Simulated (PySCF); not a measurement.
C$_{5}$H$_{9}$ClSi (SMILES ClC[C@H]1C=CC[SiH2]1)

The calculation's input:

```
{"job": {"kind": "uv", "xc": "CAM-B3LYP", "basis": "def2-SVPD", "nstates": 8, "ntriplets": 3}, "charge": 0, "multiplicity": 1}
Cl     1.270982    -0.959515     1.883235
C      1.950332    -0.346919     0.354786
C      0.836590     0.183884    -0.530753
C     -0.079203    -0.932863    -0.950061
C     -1.336186    -0.918984    -0.543421
C     -1.817105     0.218546     0.306197
Si    -0.338431     1.417115     0.355621
H      2.660666     0.436800     0.618910
H      2.480162    -1.183069    -0.106346
H      1.319487     0.612643    -1.415014
H      0.332485    -1.732213    -1.550683
H     -2.036505    -1.702091    -0.797943
H     -2.095896    -0.153395     1.293496
H     -2.719710     0.656463    -0.121460
H     -0.546203     2.596267    -0.493017
H      0.110938     1.816275     1.685042
```

Command:

```sh
OMP_NUM_THREADS=1 python probes_run.py task.json out
```

Geometry: GFN2-xTB.

Theory: CAM-B3LYP/def2-SVPD, SCF density, gas phase (PySCF 2.14.0).

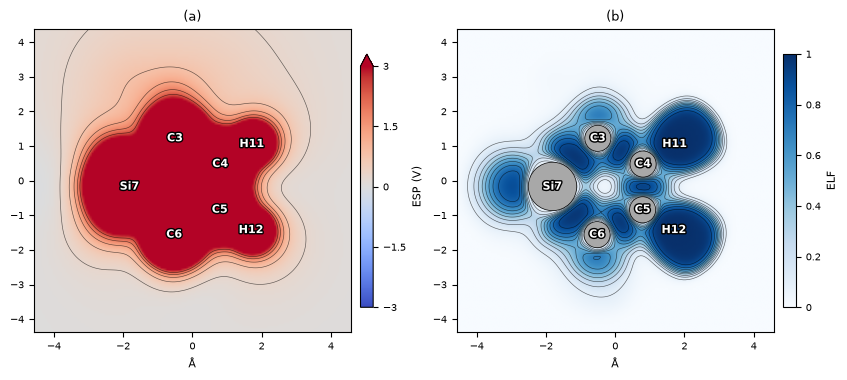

Figure 1. (a) electrostatic potential; (b) ELF on the plane of atoms C6, C5 and H12. Grey discs cover the atomic cores in the ELF map.

### Interpret the plot.

The section cuts through C, Si and H sites. C–C (1.32 Å): the ELF peaks at about 0.95 between the atoms (a short, multiple covalent bond). C–Si (1.90 Å): the ELF peaks at about 0.95 between the atoms: a covalent bond. C–H (1.08 Å): the ELF climbs to about 1 towards the hydrogen, as it does in any bond to H; a covalent bond by its length. C–C (1.50 Å): the ELF peaks at about 0.95 between the atoms; a shared electron pair. The potential has no marked negative region in this plane.

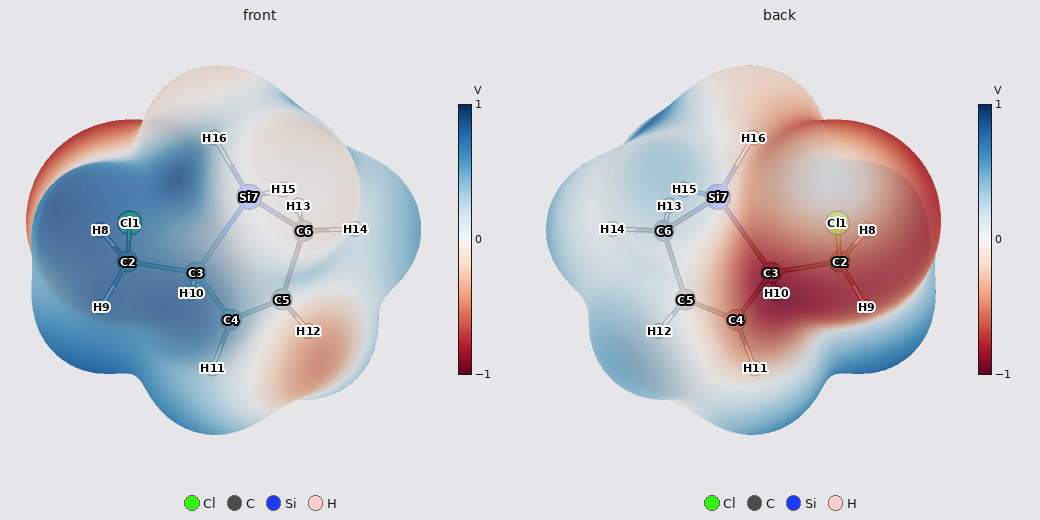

Figure 2. The electrostatic potential painted on the density surface at 0.001 e/bohr³, seen from the front and from behind; red is negative and blue positive.

### Which sites attract a positive test charge, and which a negative one?

A positive charge is drawn to the negative regions and a negative charge to the positive ones. The most negative region (about −0.9 V) lies over Cl1, C4 and C5, the most positive (about +0.8 V) over Si7, H8 and H9.

### What dipole moment does the calculation give?

Its dipole moment is 1.55 D.
